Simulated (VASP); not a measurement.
Band structure of CdF₂ (fluorite). Computed with optB88-vdW, VASP's PBE PAW potentials (set 64) (plane waves; VASP).

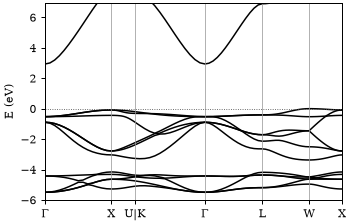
Fig. 1. Bands along high-symmetry lines, zero at the valence-band maximum or, without a gap, the Fermi level

Question: Read the plot: is there a gap, and where are the band edges?

Answer: The gap is indirect, 2.94 eV, from the valence maximum at W to the conduction minimum at Γ. (Edges off the drawn lines would not show.)

Measured: gap 7.80 eV (computed value off by -4.86 eV), as given by Giancarlo Cappellini et al., Physical Review B (2013), arXiv:1302.2571.

The compound is CdF2 in the fluorite structure. It was relaxed first.
